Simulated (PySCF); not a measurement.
**CHAlCl$_{3}$N, SMILES `C#N.Cl[Al](Cl)Cl`: what the electrons do**

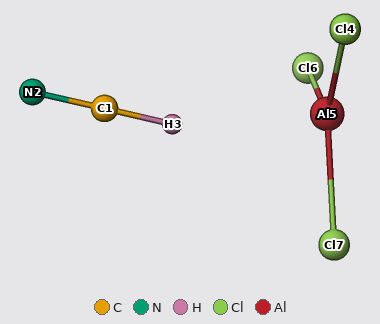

The molecule, with its atoms numbered as below. The pair's geometry is semi-empirical, so its contact may be too short or too long.

Cartesian coordinates (Å):

```
C1      -2.7382   -0.0224   -0.3532
N2      -3.8696   -0.0173   -0.2512
H3      -1.6756   -0.0276   -0.4537
Cl4      0.6051   -1.8667    0.8564
Al5      0.6834    0.0042    0.0665
Cl6      0.5023    1.6309    1.2706
Cl7      1.0283    0.2492   -1.9231
```

Part 1: Bonding charge

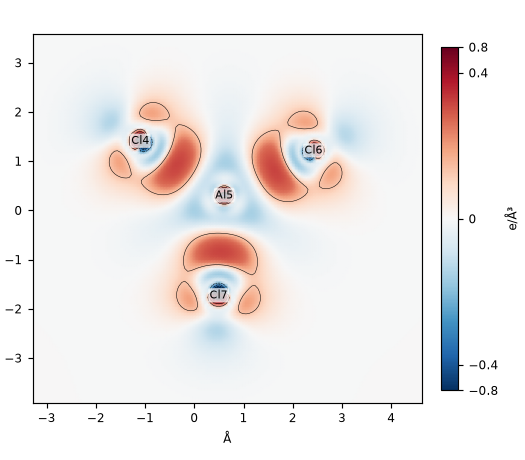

Deformation density (molecule less spherical, spin-averaged free atoms) in the plane of Cl4, Al5, Cl6 and Cl7; colour scale in e/Å³, logarithmic beyond ±0.1; red: gain, blue: loss.

Method: BP86/def2-SVPD; geometry: GFN2-xTB; program: PySCF.

Describe the bonding that the map shows.

Answer. Al5–Cl6: +0.06 e/Å³ at the bond critical point (bond length 2.03 Å). Cl4–Al5: +0.06 e/Å³ at the bond critical point (bond length 2.03 Å). Al5–Cl7: +0.06 e/Å³ at the bond critical point (bond length 2.03 Å). In all, 1.6 electrons gather in the regions of gain relative to the promolecule. A small or negative value marks a very polar bond, one between electron-rich atoms, whose free-atom densities already overlap strongly, a long bond to a heavier atom, or a closed-shell contact such as a hydrogen bond.

Where do the Hirshfeld charges lie?

Answer. The highest Hirshfeld charge is on Al5 (+0.43 e), the lowest on N2 (−0.16 e).

| atom | charge (e) |
| --- | --- |
| C1 | +0.07 |
| N2 | −0.16 |
| H3 | +0.09 |
| Cl4 | −0.14 |
| Al5 | +0.43 |
| Cl6 | −0.14 |
| Cl7 | −0.14 |

Part 2: Bond critical points

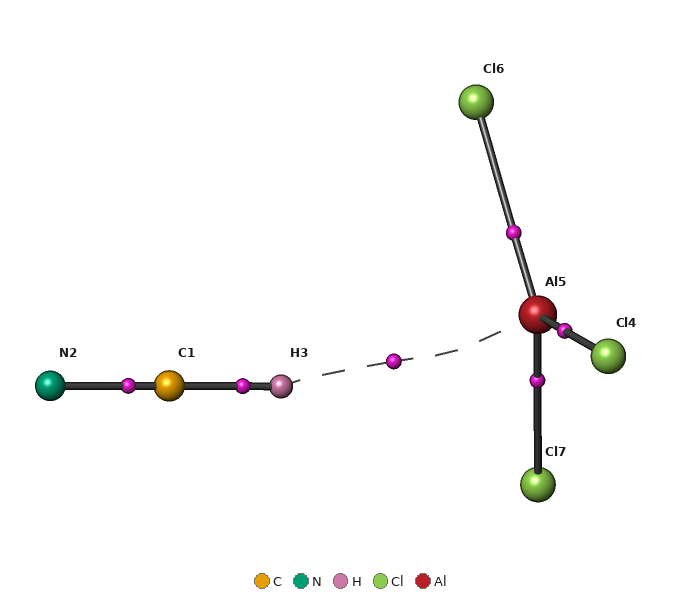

Molecular graph of the electron density (QTAIM): bond paths, bond critical points (magenta), ring points (cyan, if any); weak paths are dashed.

How many critical points of each kind are there, and does the count close?

Answer. 7 nuclei, 6 bond, 0 ring and 0 cage critical points: 7 − 6 + 0 − 0 = 1, as the Poincaré–Hopf relation requires.

What does the calculation give at each kind of bond critical point?

Answer.
| bond | length (Å) | ρ (a.u.) | ∇²ρ (a.u.) | ε | H (a.u.) |
| --- | --- | --- | --- | --- | --- |
| C1–N2 | 1.136 | 0.484 | +0.51 | 0.00 | −0.903 |
| C1–H3 | 1.067 | 0.281 | −1.13 | 0.00 | −0.314 |
| Al5–Cl6 | 2.032 | 0.079 | +0.40 | 0.06 | −0.014 |
| Cl4–Al5 | 2.032 | 0.079 | +0.40 | 0.06 | −0.014 |
| Al5–Cl7 | 2.034 | 0.079 | +0.39 | 0.06 | −0.014 |
| H3–Al5 | 2.416 | 0.010 | +0.02 | 0.75 | −0.001 |

What kind of interaction is Al5–Cl7?

Answer. Polar or intermediate (positive Laplacian, negative energy density H): ρ = 0.079, ∇²ρ = +0.39, H = −0.014 a.u.

Are there bond paths between atoms that aren't covalently bonded?

Answer. Yes: H3–Al5 (2.42 Å, ρ = 0.010).

Part 3: Local ionisation energy

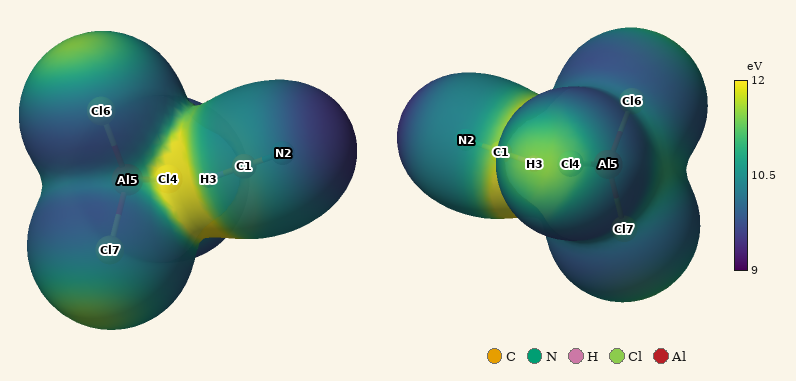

Average local ionisation energy on the surface of electron density 0.001 a.u. (back view left, front view right).

Where are the most loosely bound electrons on this surface?

Answer. The lowest value is 9.5 eV, 1.9 Å from N2. Further minima include 9.7 eV, 2.1 Å from Cl6, and at like points elsewhere. For comparison, the highest occupied orbital lies at −8.5 eV.

What volume does the surface enclose, and what is the dipole moment?

Answer. About 159 Å³; the dipole moment is 2.8 D.
